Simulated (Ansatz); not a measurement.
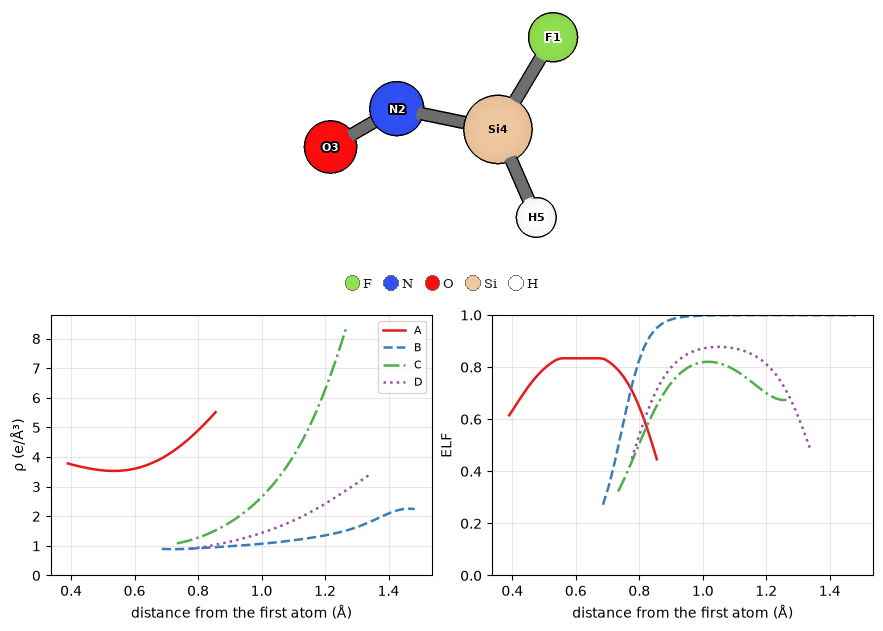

*FHNOSi (SMILES O=[N+]=[SiH]F) (charge +1, triplet). Electron density and electron localisation function along straight lines between neighbouring atoms. The curves leave out the atomic cores. The structure is drawn too.*

Geometry: BLYP-D3(BJ)/def2-SVP.

Computed with Ansatz 0.2.0, isolated molecule in a Gaussian basis; Kohn-Sham density functional theory, functional PBE0.

```yaml
atoms:
  - { symbol: F, position_ang: [0.3497, 1.1790, 1.1879] }
  - { symbol: N, position_ang: [-0.7277, -0.0043, -1.0224] }
  - { symbol: O, position_ang: [-1.1069, -0.4971, -2.0489] }
  - { symbol: Si, position_ang: [0.6146, 0.8350, -0.3369] }
  - { symbol: H, position_ang: [1.8933, 1.2404, -0.9677] }
```

**Which curve belongs to which contact (N–O, Si–F, Si–H and Si–N)? The first atom named is at distance zero.**

Curve A: N–O (1.20 Å): ρ is about 3.6 e/Å³ halfway; the ELF peaks at about 0.85 between the atoms (a covalent bond). Curve B: Si–H (1.48 Å): ρ at the midpoint is about 0.89 e/Å³; the ELF climbs to about 1 towards the hydrogen, as it does in any bond to H. Curve C: Si–F (1.59 Å): ρ at the midpoint is about 1.3 e/Å³; the ELF peaks at about 0.80 in the valence shell of F, 0.6 Å from its nucleus, and is about 0.50 at the midpoint. Curve D: Si–N (1.73 Å): ρ is about 1.1 e/Å³ halfway; the ELF peaks at about 0.90 between the atoms, as expected for a polar covalent bond.
